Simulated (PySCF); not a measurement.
## C3H10BN: one change and its effect

System: C3H10BN.
Method of run 1: GIAO B97-2/pcSseg-1 NMR shielding, non-relativistic, gas phase (PySCF 2.14.0).

The geometry comes from this level: PBE0-D3(BJ)/def2-SVP. Text and figures count atoms from 1; the logs count them from 0 in places.

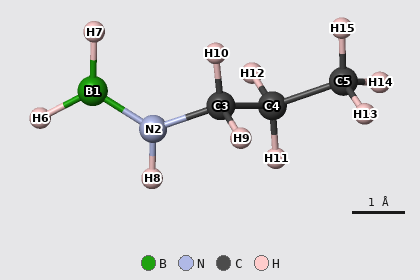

Fig. 1: The structure (ball-and-stick view, seen at a tilt; atoms are numbered from 1 in the order of the input). Bond lengths as drawn: B–H 1.21 Å, B–N 1.39 Å, C–C 1.52 Å, C–H 1.10 to 1.11 Å, C–N 1.45 Å and H–N 1.02 Å.

**Input, run 1**
```
{"job": {"kind": "nmr", "xc": "B97-2", "basis": "pcSseg-1", "pop": false}, "charge": 0, "multiplicity": 1}
B     -2.613267    -0.095104    -0.409147
N     -1.424836    -0.319348     0.271439
C     -0.178141     0.395304     0.119500
C      0.951493    -0.471780    -0.422575
C      2.256573     0.291195    -0.578545
H     -3.565837    -0.803491    -0.175989
H     -2.664653     0.804968    -1.217571
H     -1.377918    -1.081681     0.939996
H      0.130625     0.830750     1.088330
H     -0.358086     1.242638    -0.560158
H      1.100978    -1.334160     0.251543
H      0.634289    -0.894495    -1.390625
H      2.594505     0.710946     0.382616
H      3.059776    -0.357980    -0.957007
H      2.147808     1.130285    -1.283968
```

The first line tells a small driver script what to run in PySCF; the rest is the geometry in Å.

Hardware: 1 CPU thread, shared host.

**Output (run 1)**
```
coarse grid: 11608 points
cycle   1  E = -199.8178071303  dE =  1.943e-01  |g| = 3.682e-01  |ddm| = 3.107e+00
cycle   2  E = -199.8150515563  dE =  2.756e-03  |g| = 4.036e-01  |ddm| = 6.569e-01
cycle   3  E = -199.8550324137  dE = -3.998e-02  |g| = 6.148e-02  |ddm| = 3.342e-01
cycle   4  E = -199.8558161423  dE = -7.837e-04  |g| = 2.548e-02  |ddm| = 5.799e-02
cycle   5  E = -199.8559573383  dE = -1.412e-04  |g| = 6.266e-03  |ddm| = 1.914e-02
cycle   6  E = -199.8559664401  dE = -9.102e-06  |g| = 1.367e-03  |ddm| = 5.980e-03
final grid: 109544 points
cycle   7  E = -199.8764463816  dE = -4.606e-05  |g| = 2.513e-03  |ddm| = 2.088e-02
cycle   8  E = -199.8764455434  dE =  8.382e-07  |g| = 3.237e-03  |ddm| = 4.026e-03
cycle   9  E = -199.8764478764  dE = -2.333e-06  |g| = 4.690e-04  |ddm| = 2.186e-03
cycle  10  E = -199.8764479190  dE = -4.264e-08  |g| = 1.800e-04  |ddm| = 4.766e-04
cycle  11  E = -199.8764479269  dE = -7.890e-09  |g| = 4.290e-05  |ddm| = 1.671e-04
cycle  12  E = -199.8764479274  dE = -4.776e-10  |g| = 7.388e-06  |ddm| = 4.298e-05
converged SCF energy = -199.8764479274

GIAO shielding tensors (ppm)
atom      isotropic    diamagn.    paramagn.     s11        s22        s33       span
  0 B       66.366     196.369    -130.003     33.327     51.710    114.062     80.736
  1 N      112.635     320.453    -207.817     -7.249    144.915    200.239    207.488
  2 C      128.102     246.403    -118.301    103.034    119.440    161.832     58.798
  3 C      152.223     248.324     -96.101    135.988    151.370    169.311     33.323
  4 C      170.075     245.477     -75.402    161.662    163.845    184.719     23.057
  5 H       26.888      29.073      -2.185     25.195     26.620     28.850      3.655
  6 H       26.749      30.567      -3.818     24.357     26.795     29.094      4.737
  7 H       26.869      32.395      -5.526     21.826     28.265     30.516      8.690
  8 H       28.355      31.468      -3.113     23.753     29.167     32.145      8.391
  9 H       28.420      32.456      -4.036     24.588     29.281     31.391      6.803
 10 H       30.025      31.768      -1.743     25.877     29.821     34.377      8.500
 11 H       29.999      31.592      -1.593     26.301     29.454     34.241      7.940
 12 H       30.553      29.133       1.420     26.608     28.627     36.424      9.816
 13 H       30.195      27.445       2.749     25.935     27.539     37.109     11.173
 14 H       30.497      29.086       1.410     26.362     28.670     36.458     10.095
```

The input of run 2 differs as follows (lines with − go, lines with + come):
```diff
-"xc": "B97-2"
+"xc": "WP04"
```

How does run 2 compare with run 1?

The total energies belong to different methods, so their difference says nothing on which is more stable or more accurate. The HOMO goes from −7.55 to −8.82 eV. The LUMO goes from 0.36 to −1.41 eV. The dipole moment goes from 2.19 to 2.07 D. Of all shieldings, the largest change is that of C5, by −12.7 ppm. The functional changes from B97-2 to WP04. Exact exchange removes part of the self-interaction error of semilocal functionals, which pushes filled and empty levels apart. The SCF takes 14 iterations against 12.

**Output (run 2)**
```
coarse grid: 11608 points
cycle   1  E = -205.0824027174  dE =  1.266e-01  |g| = 6.454e-01  |ddm| = 3.206e+00
cycle   2  E = -204.9924621762  dE =  8.994e-02  |g| = 8.899e-01  |ddm| = 1.124e+00
cycle   3  E = -205.1816884512  dE = -1.892e-01  |g| = 1.523e-01  |ddm| = 6.932e-01
cycle   4  E = -205.1870689724  dE = -5.381e-03  |g| = 3.564e-02  |ddm| = 1.181e-01
cycle   5  E = -205.1873363871  dE = -2.674e-04  |g| = 1.138e-02  |ddm| = 3.321e-02
cycle   6  E = -205.1873685639  dE = -3.218e-05  |g| = 2.450e-03  |ddm| = 1.148e-02
cycle   7  E = -205.1873701396  dE = -1.576e-06  |g| = 5.110e-04  |ddm| = 2.450e-03
final grid: 109544 points
cycle   8  E = -205.2297077615  dE = -4.965e-05  |g| = 8.415e-03  |ddm| = 2.453e-02
cycle   9  E = -205.2296890643  dE =  1.870e-05  |g| = 1.229e-02  |ddm| = 1.443e-02
cycle  10  E = -205.2297247116  dE = -3.565e-05  |g| = 1.622e-03  |ddm| = 8.617e-03
cycle  11  E = -205.2297253162  dE = -6.045e-07  |g| = 2.660e-04  |ddm| = 1.127e-03
cycle  12  E = -205.2297253303  dE = -1.409e-08  |g| = 9.117e-05  |ddm| = 2.713e-04
cycle  13  E = -205.2297253326  dE = -2.312e-09  |g| = 1.518e-05  |ddm| = 9.466e-05
cycle  14  E = -205.2297253326  dE = -4.513e-11  |g| = 5.161e-06  |ddm| = 1.432e-05
converged SCF energy = -205.2297253326

GIAO shielding tensors (ppm)
atom      isotropic    diamagn.    paramagn.     s11        s22        s33       span
  0 B       58.911     196.351    -137.439     25.729     43.985    107.020     81.291
  1 N      108.759     322.776    -214.017     -3.831    141.939    188.170    192.001
  2 C      116.397     248.107    -131.710     91.169    108.493    149.530     58.361
  3 C      139.911     249.711    -109.800    123.671    138.695    157.366     33.696
  4 C      157.377     246.148     -88.771    149.024    151.121    171.986     22.962
  5 H       27.600      29.449      -1.849     25.917     27.337     29.548      3.631
  6 H       27.504      31.238      -3.735     25.152     27.442     29.917      4.765
  7 H       27.409      32.929      -5.520     22.393     28.708     31.126      8.733
  8 H       28.694      32.319      -3.625     24.250     29.508     32.325      8.076
  9 H       28.727      33.295      -4.567     24.967     29.669     31.545      6.578
 10 H       30.288      32.437      -2.149     26.396     30.156     34.312      7.916
 11 H       30.224      32.240      -2.015     26.741     29.786     34.147      7.406
 12 H       30.754      29.668       1.086     27.079     28.980     36.202      9.123
 13 H       30.457      27.274       3.182     26.561     27.922     36.888     10.326
 14 H       30.697      29.586       1.111     26.856     29.014     36.223      9.367
```

**The two runs side by side**

| quantity | run 1 | run 2 |
| --- | --- | --- |
| outcome | converged | converged |
| total energy (hartree) | −199.876448 | −205.229725 |
| HOMO (eV) | −7.55 | −8.82 |
| LUMO (eV) | 0.36 | −1.41 |
| dipole moment (D) | 2.19 | 2.07 |
| shielding of B1 (ppm) | 66.4 | 58.9 |
| shielding of N2 (ppm) | 112.6 | 108.8 |
| shielding of C3 (ppm) | 128.1 | 116.4 |
| shielding of C4 (ppm) | 152.2 | 139.9 |
| shielding of C5 (ppm) | 170.1 | 157.4 |
| shielding of H6 (ppm) | 26.9 | 27.6 |
| shielding of H7 (ppm) | 26.7 | 27.5 |
| SCF iterations | 12 | 14 |
| basis functions | 135 | 135 |
| wall time (shared host) | 7.9 s | 11 s |
